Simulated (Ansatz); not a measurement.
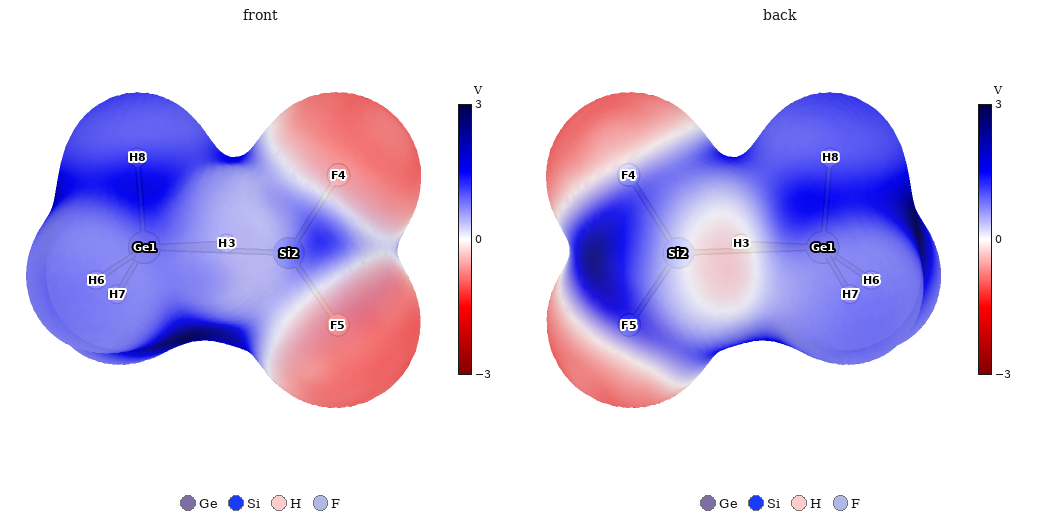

Figure. F₂GeH₄Si. The molecular electrostatic potential painted on the density surface at 0.004 e/bohr³, seen from the front and from behind; the colour scale runs from red (negative) to blue (positive).

A transition-state structure; geometry: PBE0-D4/def2-TZVP.

These are results of Ansatz 0.2.0, RKS PBE0-D4/def2-TZVPP, not measurements.

Input file:

```
crystal:
  periodic: [false, false, false]
  atoms:
    - {symbol: Ge, position_ang: [-0.842577, -0.110299, 0.749250]}
    - {symbol: Si, position_ang: [0.639210, 0.563721, -1.065094]}
    - {symbol: H, position_ang: [0.721919, -0.769125, 0.045162]}
    - {symbol: F, position_ang: [2.110842, 1.077263, -0.691700]}
    - {symbol: F, position_ang: [0.843555, -0.366301, -2.354903]}
    - {symbol: H, position_ang: [-1.086084, -1.575786, 1.173172]}
    - {symbol: H, position_ang: [-2.214654, 0.448972, 0.308603]}
    - {symbol: H, position_ang: [-0.172211, 0.731555, 1.835410]}
basis:
  gaussian: {orbitals: def2-TZVPP}
hamiltonian: {xc: pbe0, dispersion: d4}
output: {orbitals: {seedname: orbitals}}
```

Run with:

```sh
ansatz run in.yaml --threads 4 --pin off --events-out ev --progress --plain --max-ram 9574MiB
```

**Which sites attract a positive test charge, and which a negative one?**

A positive charge is drawn to the negative regions and a negative charge to the positive ones. The most negative region (about −0.9 V, or −21 kcal/mol for a unit charge) lies over F4 and F5, the most positive (about +2.9 V, or +67 kcal/mol for a unit charge) over Ge1.
